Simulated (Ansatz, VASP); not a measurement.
# Cross-check of NiSb (Breithauptite) between VASP and Ansatz

Aim: how closely do two programs agree when they are given the same cell, functional and k mesh? The cell comes out of earlier VASP steps on this material, which relaxed, scaled or displaced it; both programs get it as it stands.

Method: plane waves, with VASP 6.6.1 beside it; zone-centre phonons at PBE, DFT+U, in Ansatz 0.2.0.

### Step 1. Starting point

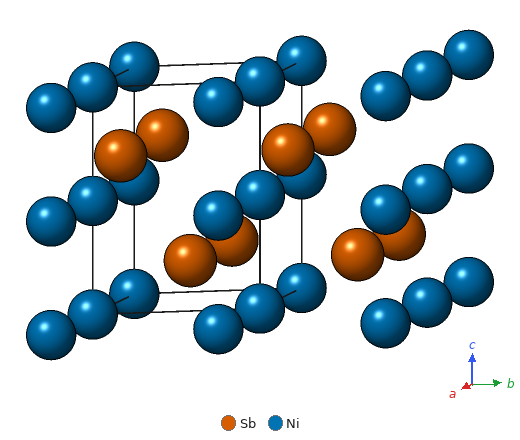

The cell as given, slightly off an axis (antimony orange, nickel blue). 2×2×1 cells are drawn. Some periodic images of atoms are drawn too.

Structure file:

```xyz
4
Lattice="3.8968 0.0000 0.0000 -1.9484 3.3747 0.0000 0.0000 0.0000 5.1212" Properties=species:S:1:pos:R:3 pbc="T T T"
Sb    1.9484    1.1249    3.8409
Sb    0.0000    2.2498    1.2803
Ni    0.0000    0.0000    2.5606
Ni    0.0000    0.0000    0.0000
```

### Step 2. VASP: zone-centre phonons, PBE, DFT+U

Second derivatives magnify differences that forces hide, and they need a tight electronic threshold.

Lines of VASP's logs that name or quote its potential files are left out, and so is its time.

The input, INCAR:

```
SYSTEM = NiSb
PREC = Accurate
ENCUT = 400
EDIFF = 1E-08
NELM = 100
ISMEAR = 0
SIGMA = 0.05
LREAL = .FALSE.
ALGO = Normal
GGA = PE
ISPIN = 2
MAGMOM = 0 0 1 1
LDAU = .TRUE.
LDAUTYPE = 2
LDAUL = -1 2
LDAUU = 0 5.3
LDAUJ = 0 0
LDAUPRINT = 1
LASPH = .TRUE.
LMAXMIX = 4
LORBIT = 11
LWAVE = .FALSE.
LCHARG = .FALSE.
KPAR = 2
IBRION = 6
NFREE = 2
POTIM = 0.015
ISIF = 2
NSW = 1
```

The input, POSCAR:

```
NiSb
1.0
    3.8967648975      0.0000000000      0.0000000000
   -1.9483824488      3.3746973939      0.0000000000
    0.0000000000      0.0000000000      5.1211691527
Sb Ni
2 2
Direct
    0.6666666667      0.3333333333      0.7500000000
    0.3333333333      0.6666666667      0.2500000000
    0.0000000000      0.0000000000      0.5000000000
    0.0000000000      0.0000000000      0.0000000000
```

The input, KPOINTS:

```
Automatic mesh
0
Gamma
8 8 5
0 0 0
```

PAW data sets: Sb and Ni (PBE family, release 64).

Started as:

```sh
$ mpirun -np 2 vasp_std
```

Numbers of over 12 decimals in the logs are rounded to 6 here.

Output:

```text
[banner, memory and clock lines left out]
running    2 mpi-ranks, on    1 nodes
 distrk:  each k-point on    1 cores,    2 groups
 distr:  one band on    1 cores,    1 groups

 POSCAR found type information on POSCAR SbNi
 POSCAR found :  2 types and       4 ions
 LDA part: xc-table for (Slater+PW92), standard interpolation
 POSCAR, INCAR and KPOINTS ok, starting setup
 FFT: planning ... GRIDC
 FFT: planning ... GRID_SOFT
 FFT: planning ... GRID
 WAVECAR not read
 entering main loop
       N       E                     dE             d eps       ncg     rms          rms(c)
DAV:   1     0.157277493311E+03    0.15728E+03   -0.10886E+04  2408   0.128E+03
DAV:   2    -0.594086623290E+01   -0.16322E+03   -0.15825E+03  2460   0.282E+02
DAV:   3    -0.139982017428E+02   -0.80573E+01   -0.79167E+01  2760   0.829E+01
DAV:   4    -0.141405415832E+02   -0.14234E+00   -0.14210E+00  2636   0.105E+01
DAV:   5    -0.141444357102E+02   -0.38941E-02   -0.38940E-02  2816   0.178E+00    0.105E+01
DAV:   6    -0.145325543147E+02   -0.38812E+00   -0.41770E+00  2676   0.376E+01    0.637E+00
DAV:   7    -0.141535069401E+02    0.37905E+00   -0.26513E+00  2672   0.345E+01    0.449E+00
DAV:   8    -0.141087911959E+02    0.44716E-01   -0.55786E-01  3084   0.968E+00    0.138E+00
DAV:   9    -0.141183735854E+02   -0.95824E-02   -0.77876E-02  2956   0.469E+00    0.500E-01
DAV:  10    -0.141201857203E+02   -0.18121E-02   -0.95297E-03  3476   0.109E+00    0.220E-01
DAV:  11    -0.141217987561E+02   -0.16130E-02   -0.20737E-03  3384   0.785E-01    0.141E-01
DAV:  12    -0.141220697037E+02   -0.27095E-03   -0.62530E-04  2992   0.314E-01    0.554E-02
DAV:  13    -0.141222100428E+02   -0.14034E-03   -0.21333E-04  3708   0.243E-01    0.363E-02
DAV:  14    -0.141222306114E+02   -0.20569E-04   -0.83599E-05  3140   0.114E-01    0.202E-02
DAV:  15    -0.141222380369E+02   -0.74255E-05   -0.16721E-05  3356   0.620E-02    0.665E-03
DAV:  16    -0.141222393848E+02   -0.13479E-05   -0.37888E-06  3148   0.241E-02    0.348E-03
DAV:  17    -0.141222400884E+02   -0.70362E-06   -0.13171E-06  3784   0.186E-02    0.235E-03
DAV:  18    -0.141222407045E+02   -0.61617E-06   -0.82659E-07  3700   0.152E-02    0.128E-03
DAV:  19    -0.141222408885E+02   -0.18392E-06   -0.34738E-07  3660   0.925E-03    0.115E-03
DAV:  20    -0.141222409101E+02   -0.21598E-07   -0.36139E-07  3704   0.114E-02    0.565E-04
DAV:  21    -0.141222409023E+02    0.77807E-08   -0.18202E-07  3576   0.604E-03    0.323E-04
DAV:  22    -0.141222408844E+02    0.17927E-07   -0.34944E-08  1628   0.343E-03    0.149E-04
DAV:  23    -0.141222408733E+02    0.11085E-07   -0.31634E-08  1860   0.227E-03    0.906E-05
DAV:  24    -0.141222408728E+02    0.50750E-09   -0.10557E-08  1380   0.107E-03
   1 F= -.14122241E+02 E0= -.14120489E+02  d E =-.350380E-02  mag=    -0.0000
[... from here on, the cycles between the ionic steps are left out ...]
   2 F= -.14121551E+02 E0= -.14119856E+02  d E =-.338990E-02  mag=    -0.0000
   3 F= -.14121551E+02 E0= -.14119856E+02  d E =-.338995E-02  mag=    -0.0000
   4 F= -.14121528E+02 E0= -.14119782E+02  d E =-.349289E-02  mag=    -0.0000
   5 F= -.14121528E+02 E0= -.14119782E+02  d E =-.349288E-02  mag=    -0.0000
   6 F= -.14121664E+02 E0= -.14119912E+02  d E =-.350504E-02  mag=     0.0000
   7 F= -.14121664E+02 E0= -.14119912E+02  d E =-.350509E-02  mag=    -0.0000
   8 F= -.14121315E+02 E0= -.14119562E+02  d E =-.350653E-02  mag=     0.0000
 Finite differences progress:
  Degree of freedom:   4/  4
  Displacement:        1/  2
  Total:               7/  8
 bond charge predicted
       N       E                     dE             d eps       ncg     rms          rms(c)
DAV:   1    -0.141198204519E+02    0.14947E-02   -0.38329E+00  3200   0.128E+01    0.231E-01
DAV:   2    -0.141216296353E+02   -0.18092E-02   -0.23275E-02  3672   0.192E+00    0.183E-01
DAV:   3    -0.141215371074E+02    0.92528E-04   -0.33008E-03  3872   0.179E+00    0.153E-01
DAV:   4    -0.141213829767E+02    0.15413E-03   -0.12364E-03  4040   0.117E+00    0.829E-02
DAV:   5    -0.141213270720E+02    0.55905E-04   -0.35890E-04  3696   0.520E-01    0.432E-02
DAV:   6    -0.141213157795E+02    0.11292E-04   -0.84313E-05  4520   0.224E-01    0.118E-02
DAV:   7    -0.141213151442E+02    0.63537E-06   -0.13086E-05  3632   0.773E-02    0.451E-03
DAV:   8    -0.141213151455E+02   -0.13647E-08   -0.13506E-06  3720   0.172E-02    0.111E-03
DAV:   9    -0.141213151254E+02    0.20075E-07   -0.59829E-08  3312   0.237E-03    0.656E-04
DAV:  10    -0.141213151013E+02    0.24178E-07   -0.96245E-09  1720   0.226E-03    0.126E-04
DAV:  11    -0.141213150989E+02    0.23574E-08   -0.46445E-09  1688   0.108E-03
   9 F= -.14121315E+02 E0= -.14119562E+02  d E =-.350655E-02  mag=     0.0000
 Finite differences progress:
  Degree of freedom:   4/  4
  Displacement:        2/  2
  Total:               8/  8
```

Parts of OUTCAR (step 2):

```text
ion  position               nearest neighbor table
   1  0.667  0.333  0.750-   3 2.59   4 2.59   3 2.59   4 2.59   3 2.59   4 2.59   2 3.41   2 3.41
                             2 3.41   2 3.41   2 3.41   2 3.41
   2  0.333  0.667  0.250-   3 2.59   4 2.59   3 2.59   4 2.59   3 2.59   4 2.59   1 3.41   1 3.41
                             1 3.41   1 3.41   1 3.41   1 3.41
   3  0.000  0.000  0.500-   4 2.56   4 2.56   1 2.59   2 2.59   1 2.59   2 2.59   1 2.59   2 2.59

  LATTYP: Found a hexagonal cell.
 ALAT       =     3.8967648975
 C/A-ratio  =     1.3142104508

 Subroutine GETGRP returns: Found 24 space group operations
 (whereof 12 operations were pure point group operations)

The static configuration has the point symmetry D_3d.
 The point group associated with its full space group is D_6h.

 Found     30 irreducible k-points:

   k-points           NKPTS =     30   k-points in BZ     NKDIM =     30   number of bands    NBANDS=     20

   dimension x,y,z NGX =    28 NGY =   28 NGZ =   36
   dimension x,y,z NGXF=    56 NGYF=   56 NGZF=   72

   ENCUT  =  400.0 eV  29.40 Ry    5.42 a.u.   6.35  6.35  8.35*2*pi/ulx,y,z

   NELECT =      30.0000    total number of electrons

 k-points in reciprocal lattice and weights: Automatic mesh
   0.00000000  0.00000000  0.00000000       0.003
   0.12500000  0.00000000  0.00000000       0.019
   0.25000000  0.00000000  0.00000000       0.019
   0.37500000  0.00000000  0.00000000       0.019
   0.50000000  0.00000000  0.00000000       0.009
   0.12500000  0.12500000  0.00000000       0.019
   0.25000000  0.12500000  0.00000000       0.038
   0.37500000  0.12500000  0.00000000       0.038
   0.25000000  0.25000000  0.00000000       0.019
[...]
0.25000000  0.25000000  0.40000000       0.038
   0.37500000  0.25000000  0.40000000       0.038

atom =   3  type =  2  l = 2

 onsite density matrix

spin component  1

  0.8778 -0.0000  0.0000 -0.0500  0.0000
 -0.0000  0.8678  0.0000 -0.0000 -0.0500
  0.0000  0.0000  0.9001 -0.0000  0.0000
 -0.0500 -0.0000 -0.0000  0.8678  0.0000
  0.0000 -0.0500  0.0000  0.0000  0.8778

spin component  2

  0.8778 -0.0000  0.0000 -0.0500 -0.0000
 -0.0000  0.8678 -0.0000 -0.0000 -0.0500
  0.0000 -0.0000  0.9001 -0.0000 -0.0000
 -0.0500 -0.0000 -0.0000  0.8678  0.0000
 -0.0000 -0.0500 -0.0000  0.0000  0.8778

 occupancies and eigenvectors

  o =  0.8226  v =  0.0000  0.0000  0.0000  0.0000  0.0000  0.0014  0.7415  0.0000  0.0015  0.6710      0.0000  0.0000  0.0000  0.0000  0.0000  0.0000  0.0000  0.0000  0.0000  0.0000
  o =  0.8226  v =  0.6710  0.0016 -0.0000  0.7415  0.0014  0.0000  0.0000  0.0000  0.0000  0.0000      0.0000  0.0000  0.0000  0.0000  0.0000  0.0000  0.0000  0.0000  0.0000  0.0000
  o =  0.8226  v =  0.0000  0.0000  0.0000  0.0000  0.0000  0.6710 -0.0015 -0.0000  0.7415 -0.0014      0.0000  0.0000  0.0000  0.0000  0.0000  0.0000  0.0000  0.0000  0.0000  0.0000
  o =  0.8226  v = -0.0014  0.7415 -0.0000 -0.0016  0.6710  0.0000  0.0000  0.0000  0.0000  0.0000      0.0000  0.0000  0.0000  0.0000  0.0000  0.0000  0.0000  0.0000  0.0000  0.0000
  o =  0.9001  v =  0.0000  0.0000  0.0000  0.0000  0.0000  0.0000  0.0000 -1.0000 -0.0000  0.0000      0.0000  0.0000  0.0000  0.0000  0.0000  0.0000  0.0000  0.0000  0.0000  0.0000
  o =  0.9001  v =  0.0000 -0.0000 -1.0000 -0.0000 -0.0000  0.0000  0.0000  0.0000  0.0000  0.0000      0.0000  0.0000  0.0000  0.0000  0.0000  0.0000  0.0000  0.0000  0.0000  0.0000
  o =  0.9231  v =  0.0000  0.0000  0.0000  0.0000  0.0000  0.7415 -0.0011  0.0000 -0.6710  0.0012      0.0000  0.0000  0.0000  0.0000  0.0000  0.0000  0.0000  0.0000  0.0000  0.0000
  o =  0.9231  v =  0.0012 -0.6710 -0.0000 -0.0011  0.7415  0.0000  0.0000  0.0000  0.0000  0.0000      0.0000  0.0000  0.0000  0.0000  0.0000  0.0000  0.0000  0.0000  0.0000  0.0000
  o =  0.9231  v =  0.0000  0.0000  0.0000  0.0000  0.0000 -0.0012 -0.6710  0.0000  0.0011  0.7415      0.0000  0.0000  0.0000  0.0000  0.0000  0.0000  0.0000  0.0000  0.0000  0.0000
[...]
15       9.1085      1.00000
     16      10.9314      0.00000
     17      12.6539      0.00000
     18      13.7828      0.00000
     19      14.2911      0.00000
     20      16.4768      0.00000

 k-point     4 :       0.3750    0.0000    0.0000
  band No.  band energies     occupation
    ...
     11       7.4218      1.00000
     12       7.9363      1.00000
     13       8.0492      1.00000
     14       8.0871      1.00000
     15       8.5405      1.00000
     16       9.9763      0.22586
     17      11.4282      0.00000
     18      13.6454      0.00000
     19      14.0014      0.00000
     20      15.9385      0.00000

 k-point     5 :       0.5000    0.0000    0.0000
  band No.  band energies     occupation
    ...
     12       7.4615      1.00000
     13       7.7697      1.00000
     14       7.9909      1.00000
     15       8.0872      1.00000
     16       9.5092      1.00000
     17      11.0025      0.00000
     18      13.4543      0.00000
     19      14.0445      0.00000
     20      15.7106      0.00000

 k-point     6 :       0.1250    0.1250    0.0000
  band No.  band energies     occupation
    ...
     11       8.0047      1.00000
     12       8.0817      1.00000
     13       8.2878      1.00000
     14       9.0506      1.00000
     15       9.2034      1.00000
     16      12.1954      0.00000
     17      12.5486      0.00000
     18      13.0940      0.00000
     19      15.4814      0.00000
     20      15.5992      0.00000

  Total        0.0048500      0.0048500      0.0153661     -0.0000000      0.0000000      0.0000000
  in kB        0.1153846      0.1153846      0.3655668     -0.0000000      0.0000000      0.0000000
  external PRESSURE =       0.1987787 kB  Pullay stress =       0.0000000 kB

  energy-cutoff  :      400.00
  volume of cell :       67.35
      direct lattice vectors                 reciprocal lattice vectors
     3.896764898  0.000000000  0.000000000     0.256623129  0.148161432  0.000000000
    -1.948382449  3.374697394  0.000000000     0.000000000  0.296322865  0.000000000
     0.000000000  0.000000000  5.121169153     0.000000000  0.000000000  0.195267911

 POSITION                                       TOTAL-FORCE (eV/Angst)
 -----------------------------------------------------------------------------------
      1.94838      1.12490      3.84088        -0.000000     -0.000000     -0.028493
     -0.00000      2.24980      1.28029         0.000000      0.000000     -0.029114
      0.00000      0.00000      2.54558        -0.000000     -0.000000      0.123502
      0.00000      0.00000      0.00000         0.000000      0.000000     -0.065895
 -----------------------------------------------------------------------------------
    total drift:                               -0.000000      0.000000     -0.000056

  FREE ENERGIE OF THE ION-ELECTRON SYSTEM (eV)
  ---------------------------------------------------
  free  energy   TOTEN  =       -14.1213150989 eV

  energy  without entropy=      -14.1178085465  energy(sigma->0) =      -14.11956182

 Eigenvectors and eigenvalues of the dynamical matrix
 ----------------------------------------------------

   1 f  =    7.251865 THz    45.564814 2PiTHz  241.896189 cm-1    29.991292 meV
             X         Y         Z           dx          dy          dz
      1.948382  1.124899  3.840877     0.000000    0.000000    0.000000
     -0.000000  2.249798  1.280292     0.000000    0.000000    0.000000
      0.000000  0.000000  2.560585    -0.000000   -0.000000   -0.707107
      0.000000  0.000000  0.000000    -0.000000   -0.000000    0.707107

   2 f  =    6.171053 THz    38.773871 2PiTHz  205.844178 cm-1    25.521414 meV
             X         Y         Z           dx          dy          dz
      1.948382  1.124899  3.840877    -0.101430    0.389667    0.000000
     -0.000000  2.249798  1.280292    -0.101430    0.389667   -0.000000
      0.000000  0.000000  2.560585     0.146425   -0.562523   -0.000000
      0.000000  0.000000  0.000000     0.146425   -0.562523   -0.000000

   3 f  =    6.171053 THz    38.773871 2PiTHz  205.844178 cm-1    25.521414 meV
             X         Y         Z           dx          dy          dz
      1.948382  1.124899  3.840877    -0.389667   -0.101430    0.000000
     -0.000000  2.249798  1.280292    -0.389667   -0.101430    0.000000
      0.000000  0.000000  2.560585     0.562523    0.146425   -0.000000
      0.000000  0.000000  0.000000     0.562523    0.146425    0.000000

   4 f  =    4.868889 THz    30.592135 2PiTHz  162.408671 cm-1    20.136100 meV
             X         Y         Z           dx          dy          dz
      1.948382  1.124899  3.840877    -0.000000   -0.000000    0.403245
     -0.000000  2.249798  1.280292    -0.000000   -0.000000    0.403245
      0.000000  0.000000  2.560585     0.000000    0.000000   -0.580856
      0.000000  0.000000  0.000000    -0.000000   -0.000000   -0.580856

   5 f  =    4.213876 THz    26.476563 2PiTHz  140.559770 cm-1    17.427183 meV
             X         Y         Z           dx          dy          dz
      1.948382  1.124899  3.840877    -0.000000    0.000000    0.707107
     -0.000000  2.249798  1.280292    -0.000000    0.000000   -0.707107
      0.000000  0.000000  2.560585     0.000000   -0.000000   -0.000000
      0.000000  0.000000  0.000000    -0.000000    0.000000   -0.000000

   6 f  =    4.087949 THz    25.685342 2PiTHz  136.359307 cm-1    16.906392 meV
             X         Y         Z           dx          dy          dz
      1.948382  1.124899  3.840877    -0.000000   -0.000000    0.000000
     -0.000000  2.249798  1.280292     0.000000    0.000000   -0.000000
      0.000000  0.000000  2.560585    -0.178129    0.684303    0.000000
      0.000000  0.000000  0.000000     0.178129   -0.684303    0.000000

   7 f  =    4.087949 THz    25.685342 2PiTHz  136.359307 cm-1    16.906392 meV
             X         Y         Z           dx          dy          dz
      1.948382  1.124899  3.840877     0.000000   -0.000000   -0.000000
     -0.000000  2.249798  1.280292    -0.000000   -0.000000   -0.000000
      0.000000  0.000000  2.560585     0.684303    0.178129    0.000000
      0.000000  0.000000  0.000000    -0.684303   -0.178129    0.000000

   8 f  =    3.516582 THz    22.095338 2PiTHz  117.300560 cm-1    14.543409 meV
             X         Y         Z           dx          dy          dz
      1.948382  1.124899  3.840877     0.178124   -0.684304    0.000000
     -0.000000  2.249798  1.280292    -0.178124    0.684304   -0.000000
      0.000000  0.000000  2.560585    -0.000000    0.000000    0.000000
      0.000000  0.000000  0.000000    -0.000000   -0.000000    0.000000

   9 f  =    3.516582 THz    22.095338 2PiTHz  117.300560 cm-1    14.543409 meV
             X         Y         Z           dx          dy          dz
      1.948382  1.124899  3.840877    -0.684304   -0.178124    0.000000
     -0.000000  2.249798  1.280292     0.684304    0.178124   -0.000000
      0.000000  0.000000  2.560585     0.000000   -0.000000   -0.000000
      0.000000  0.000000  0.000000    -0.000000    0.000000   -0.000000

  10 f/i=    0.000248 THz     0.001556 2PiTHz    0.008260 cm-1     0.001024 meV
             X         Y         Z           dx          dy          dz
      1.948382  1.124899  3.840877     0.000000   -0.000000   -0.580856
     -0.000000  2.249798  1.280292     0.000000   -0.000000   -0.580856
      0.000000  0.000000  2.560585     0.000000   -0.000000   -0.403245
      0.000000  0.000000  0.000000     0.000000   -0.000000   -0.403245

  11 f/i=    0.006615 THz     0.041565 2PiTHz    0.220660 cm-1     0.027358 meV
             X         Y         Z           dx          dy          dz
      1.948382  1.124899  3.840877     0.525932   -0.247522    0.000000
     -0.000000  2.249798  1.280292     0.525932   -0.247522    0.000000
      0.000000  0.000000  2.560585     0.364320   -0.171462    0.000000
      0.000000  0.000000  0.000000     0.364320   -0.171462    0.000000

  12 f/i=    0.006615 THz     0.041565 2PiTHz    0.220660 cm-1     0.027358 meV
             X         Y         Z           dx          dy          dz
      1.948382  1.124899  3.840877     0.247522    0.525932   -0.000000
     -0.000000  2.249798  1.280292     0.247522    0.525932   -0.000000
      0.000000  0.000000  2.560585     0.171462    0.364320   -0.000000
      0.000000  0.000000  0.000000     0.171462    0.364320   -0.000000

 ELASTIC MODULI CONTR FROM IONIC RELAXATION (kBar)
 Direction    XX          YY          ZZ          XY          YZ          ZX
 --------------------------------------------------------------------------------
 XX        -381.7400    381.7400      0.0000      0.0000      0.0000     -0.0000
 YY         381.7400   -381.7400     -0.0000      0.0000      0.0000      0.0000
 ZZ           0.0000     -0.0000     -0.0000      0.0000      0.0000     -0.0000
 XY           0.0000      0.0000      0.0000   -381.7400      0.0000     -0.0000
 YZ           0.0000      0.0000      0.0000      0.0000      0.0000      0.0000
 ZX          -0.0000      0.0000     -0.0000     -0.0000      0.0000     -0.0000
 --------------------------------------------------------------------------------

 total charge
# of ion       s       p       d       tot
------------------------------------------
    1        1.133   1.212   0.071   2.416
    2        1.133   1.212   0.071   2.416
    3        0.426   0.461   8.747   9.635
    4        0.426   0.461   8.747   9.635
--------------------------------------------------
tot          3.119   3.346  17.637  24.103

 magnetization (x)
# of ion       s       p       d       tot
------------------------------------------
    1        0.000   0.000   0.000   0.000
    2        0.000   0.000   0.000   0.000
    3        0.000   0.000   0.000   0.000
    4        0.000   0.000   0.000   0.000
--------------------------------------------------
tot          0.000   0.000   0.000   0.000
```

CONTCAR:

```
NiSb
   1.00000000000000
     3.8967648975000002    0.0000000000000000    0.0000000000000000
    -1.9483824488000001    3.3746973939000000    0.0000000000000000
     0.0000000000000000    0.0000000000000000    5.1211691527000003
  Sb              Ni
     2     2
Direct
     0.6666666667000030    0.3333333332999970    0.7500000000000000
     0.3333333332999970    0.6666666667000030    0.2500000000000000
     0.0000000000000000    0.0000000000000000    0.4970709813418110
     0.0000000000000000    0.0000000000000000    0.0000000000000000
```

(Part 1 of 2 ends here.)

[Lines on the potential files, build, host, timing and source positions are cut from VASP's logs without a mark.]

[Logs are printed without paths, hosts, clocks, repeated set-up lines and the standing remarks that a program may print on its own settings, such as how far it seeks lower states.]

[Hosts, paths, dates, database ids (printed as entryN), source tags and the programs' standing remarks are cut or masked in the printed files.]
